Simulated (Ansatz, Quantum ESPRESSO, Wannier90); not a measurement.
# straight Mo chain, spacing 2.43 Å: Wannier functions and conductance, part 6 of 6

How many channels does the wire offer, and does a small Wannier basis get them right? The wire: straight Mo chain, spacing 2.43 Å.

Quantum ESPRESSO 7.5 and Wannier90 3.1.0; plane-wave DFT, LDA, GBRV ultrasoft pseudopotentials; cross-check by Ansatz 0.2.0 with PAW datasets.

So far. Step 9 (Wannier functions and transport): Disentanglement stopped at its cap on iterations, so these spreads are not final. Step 9 (Wannier functions and transport): At least 2 of the functions sit far from every atom, off the bonds: the outer window has let in states of the vacuum, so the basis is not the atomic one that was projected.

### Step 13. Cross-check with Ansatz

A second code with its own PAW datasets, on the same atoms.

Level of this step: plane-wave DFT, LDA, Ansatz PAW (Ansatz 0.2.0).

System of this step: straight Mo chain, spacing 2.43 Å, 2 periods. The cell holds 2 atoms: 2 Mo. Its edges and angles: a = 8.000 Å, b = 8.000 Å, c = 4.860 Å, α = 90.0°, β = 90.0°, γ = 90.0°. Vacuum lies along a and b. The structure's axis is c.

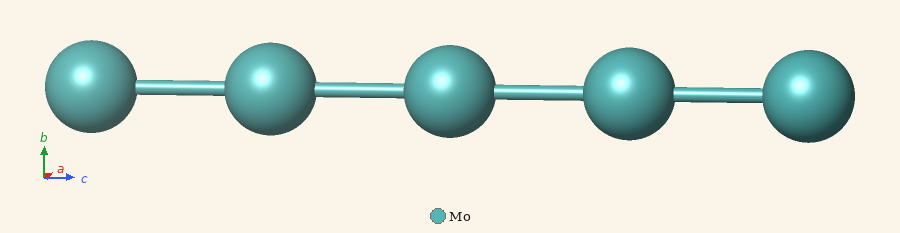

The cell of this step (molybdenum teal). 1×1×2 cells are drawn. Some periodic images of atoms are drawn too.

The input, input.yaml:

```yaml
crystal:
  lattice:
    - [8.0, 0.0, 0.0]
    - [0.0, 8.0, 0.0]
    - [0.0, 0.0, 4.86]
  atoms:
    - { symbol: Mo, position: [0.0, 0.0, 0.0] }
    - { symbol: Mo, position: [0.0, 0.0, 0.5] }
kpoints:
  mp_grid: { grid: [1, 1, 14] }
hamiltonian:
  xc: lda
scf:
  occupations: { method: fermi_dirac, width: 0.05 }
  convergence: { dr2_threshold: 1.0e-08 }
output:
  transmission:
    leads: [[0, 0]]
    e_range: [-4.0, 2.0]
    de: 0.05
    kmesh: [1, 1]
    reduced_basis: true
```

Run with:

```console
$ ansatz run input.yaml --threads 4 --pin off --max-ram 12288MiB --backend cpu --events-out ev --progress --plain --runs-dir out
```

Numbers of over 12 decimals in the logs are rounded to 6 here.

Output:

```text
Engine: ansatz 0.2.0, x86_64-unknown-linux-gnu
Pseudopotentials: kind: paw
Pseudopotential: Mo, paw, valence charge 14, recommended cutoff 420 eV (normal), Mo.paw.azcp
Functional definition: SPW92
  exchange = slater_x
  correlation = pw_c
Crystal: 2 atoms, lattice volume = 311.040 Å³
Basis set: ecut = 420 eV, 6057 PW (Γ)
Bands: 18, of which v1, the nominal top of the filled ones, is band 14 counted from 1 (13 counted from 0)
Symmetry: 32 space group operations
Space group: P4/mmm (ITA 123), of the structure as read, at distance tolerance 6.8e-5 Å
k-points: 8 of 14
Non-local potential: Mo, projectors of the file, l = 0: 3, l = 1: 2, l = 2: 2, l = 3: 1
PAW form: soft (Blöchl's): semilocal exchange-correlation on the pseudo side does not see the compensation charge
PAW frozen core: Mo, regenerated for the run's functional, and the local potential with it (the file was generated under x = pbe(κ = 0.804, μ = 0.219515), c = pbe(β = 0.066725))
PAW one-centre angular grid: Mo, 590 points (default); XC on 64 Gauss nodes
Initial density: superposition of atomic densities (neutral atoms: chi_scale 0, normalization atom), corrected by the library's trained network
Initial wavefunctions: pseudopotential atomic-orbital guess
Functional: x = slater, c = lda
SCF iter   1: F=—  HF=-9674.277357 eV  |F-HF|=—  |Δ(HF+E_count)|=         —  Δρ=4.21e-3  dr2=6.18e-2  ethr=1.77e-3  ⟨swp⟩=6.2  Hψ=1464  notcnv=0
automatic band count: the SCF goes on with 22 bands, as 18 were too few: the levels above may hold too much charge
preconditioner: auto → LDOS  [metal: Δε(μ)=0.018 eV  Ē_g=3.264 eV  σ=0.050 eV  W_gap=0.09  n_scr=38 (ndim 8)  ℏωp=7.3 eV  f_vac=0.642  D(μ)=7.70/eV (n_scr^D=46)  β→1.0]
SCF iter   2: F=—  HF=-9674.285407 eV  |F-HF|=—  |Δ(HF+E_count)|=   8.05e-3  Δρ=1.22e-3  dr2=4.72e-3  ethr=2.21e-4  ⟨swp⟩=2.6  Hψ=354  notcnv=0  defer=4
SCF iter   3: F=—  HF=-9674.285231 eV  |F-HF|=—  |Δ(HF+E_count)|=   1.76e-4  Δρ=7.38e-4  dr2=2.17e-3  ethr=1.69e-5  ⟨swp⟩=2.5  Hψ=295  notcnv=0  defer=4
SCF iter   4: F=—  HF=-9674.284624 eV  |F-HF|=—  |Δ(HF+E_count)|=   6.08e-4  Δρ=2.41e-4  dr2=3.43e-4  ethr=7.74e-6  ⟨swp⟩=2.8  Hψ=247  notcnv=0  defer=4
SCF iter   5: F=—  HF=-9674.284531 eV  |F-HF|=—  |Δ(HF+E_count)|=   9.22e-5  Δρ=5.40e-5  dr2=1.57e-5  ethr=1.22e-6  ⟨swp⟩=2.1  Hψ=221  notcnv=0  defer=4
SCF iter   6: F=—  HF=-9674.284527 eV  |F-HF|=—  |Δ(HF+E_count)|=   4.43e-6  Δρ=1.35e-5  dr2=1.03e-6  ethr=5.61e-8  ⟨swp⟩=3.0  Hψ=322  notcnv=0  defer=4
SCF iter   7: F=—  HF=-9674.284629 eV  |F-HF|=—  |Δ(HF+E_count)|=   1.02e-4  Δρ=1.68e-6  dr2=1.32e-8  ethr=3.69e-9  ⟨swp⟩=2.0  Hψ=216  notcnv=0  defer=4
SCF iter   8: F=-9674.284629 eV  HF=-9674.284629 eV  |F-HF|=9.09e-12  |Δ(HF+E_count)|=   5.82e-9  Δρ=2.50e-7  dr2=2.49e-10  ethr=3.57e-11  ⟨swp⟩=5.0  Hψ=442  notcnv=0
SCF 1 converged in 8 iterations: F = -9674.284629 eV  dr2 = 2.49e-10
  greatest PAW one-centre occupation: 0.999 electrons in one spin orbital (limit 2), on the Mo atom at site 1 (counted from 0), in its partial waves of l = 0
transmission: 6 of 36 steps passed
transmission: 12 of 36 steps passed
[...]
transmission: 36 of 36 steps passed
SCF converged after 8 iterations
Free energy (F): -9674.284629 eV
Harris-Foulkes:  -9674.284629 eV  (|F-HF|=9.09e-12)
Internal energy: -9674.226962 eV  (E = F + TS)
E sigma→0 (E₀):  -9674.255795 eV
Entropy (-TS):   -0.057667 eV (-28.834 meV/atom)
Fermi energy:    -2.219603 eV
--- Per-component energies (eV) ---
  E_band       = -735.898260
  E_kinetic    = 873.958450
  E_local      = -6374.626412  (includes V_loc(G=0)·N_el)
  E_nonlocal   = 305.513477
  E_hartree    = 2599.162596
  E_xc         = -352.050432
  E_vxc        = -440.627925  (∫ρ·V_xc dr)
  E_paw        = -6181.446889  (= ΣΔE_a)
  E_vpaw       = -298.441648  (= ΣTr[D̂ρ^β])
  E_aug_tail   = 0.000063  (compensation charges beyond the density's cutoff)
  E_ewald      = -545.683447
  E_core_change = 0.945632  (= ΣΔE_core)
  E_smearing   = -0.057667  (= −TS)
  E_closure    = -0.000000  (closes the sum)
  Σ components = -9674.284629   (vs F -9674.284629, Δ=0.00e0)
--- Band table (eV; the first three rows and the last of 8) ---
  k-point 0: bands = [... 10 lower, -4.6797, -3.3982, -2.8106, -2.7976, -1.2418, -1.2409, -0.0165, 0.0739, ... 4 higher]
  k-point 1: bands = [... 10 lower, -4.6370, -3.3709, -2.7940, -2.7812, -1.2656, -1.2645, -0.0963, -0.0222, ... 4 higher]
  k-point 2: bands = [... 10 lower, -4.5096, -3.2893, -2.7448, -2.7324, -1.3349, -1.3334, -0.3170, -0.2929, ... 4 higher]
  k-point 7: bands = [... 10 lower, -2.7546, -2.7546, -2.1750, -2.1750, -2.0972, -2.0972, -2.0904, -2.0904, ... 4 higher]
--- Transmission ---
  basis      : 561 plane waves across, 6 finite elements along
  points     : 1, standing for a mesh of 1 x 1
  energies   : 121 from -4.000000 to 2.000000 eV about the Fermi level, 0.050000 eV apart; the leads are filled to 0.000000 eV, and channels, transmission and decay are at 0.000000 eV
  crystal 0  : Mo2, at the sites [0, 0], period 4.8600 Å: whole cells are its period
    offset         : up to 0.0000 Å between an atom of the period and one for which it stands
    channels       : 6.000000e0 a spin
    conductance    : none, the energies end too early or step too widely for 300 K: set another output.transmission.e_range or a lower de, or, where they end at an eighth of basis.ecutwfc, a higher one
```

The job ended after 12 s (4 threads of Intel Xeon 6975P-C (Granite Rapids), shared host; peak memory 0.58 GiB; 42 s of CPU time).

Numbers from this step:

* free energy: -9674.2846 eV
* energy at zero smearing: -9674.2558 eV
* smearing term TS: 0.05767 eV
* Fermi energy: -2.220 eV
* symmetry operations: 32
* lead channels at the Fermi level, one spin: 6

Per spin. The open channels by energy, zero at the Fermi level:

```tsv
energy (eV)	open channels
-3.7500	0
-3.5000	1
-3.2500	1
-3.0000	1
-2.7500	1
-2.5000	1
-2.2500	3
-2.0000	3
-1.7500	3
-1.5000	3
-1.2500	3
-1.0000	4
-0.7500	4
-0.5000	6
-0.2500	6
0.0000	6
0.2500	6
0.5000	6
0.7500	6
1.0000	4
1.2500	4
1.5000	4
1.7500	4
2.0000	4
```

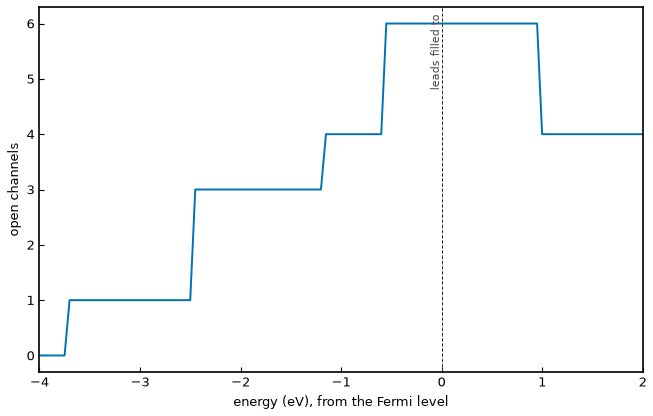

Open channels against energy.

### Step 14. A check by hand

6 channels × 77.48 µS = 465 µS, a two-terminal resistance of 12.906/6 = 2.15 kΩ whatever the wire's length, as long as nothing scatters.

### Step 15. Outcome

```json
{
  "open channels at the Fermi level, per spin": "6",
  "total spread": "13.1 Å²",
  "gauge-invariant spread": "10.7 Å²",
  "largest band misfit in the frozen window": "0.0124 eV",
  "channels at the Fermi level by Ansatz": "6"
}
```

In words: The wire offers 6 channels per spin at the Fermi level. Between -4 and 1.5 eV the channel count from Wannier functions equals that from Ansatz's layer matching at 99 % of the energies; outside the frozen window the Wannier bands are not held to the plane-wave ones. Each plane-wave level in the frozen window has a Wannier level within 0.02 eV; this test doesn't see extra bands that a model may add. Disentanglement stopped at its cap on iterations, so the spreads are not final; the frozen states are kept all the same. At least one function lies in the vacuum, so the spreads don't describe atomic orbitals, though the frozen bands are still reproduced. The wire is perfect, so the conductance only counts bands: each channel, with its partner of the other spin, carries G₀ = 2e²/h. It was run without spin polarisation, which was not tested.

[Logs are printed without paths, hosts, clocks, repeated set-up lines and the standing remarks that a program may print on its own settings, such as how far it seeks lower states.]

[Hosts, paths, dates, database ids (printed as entryN), source tags and the programs' standing remarks are cut or masked in the printed files.]

[Maps of the electrostatic potential energy from Ansatz leave out the sawtooth potential of an applied field or a dipole correction, so their vacuum need not be flat; planar profiles and work functions include it.]
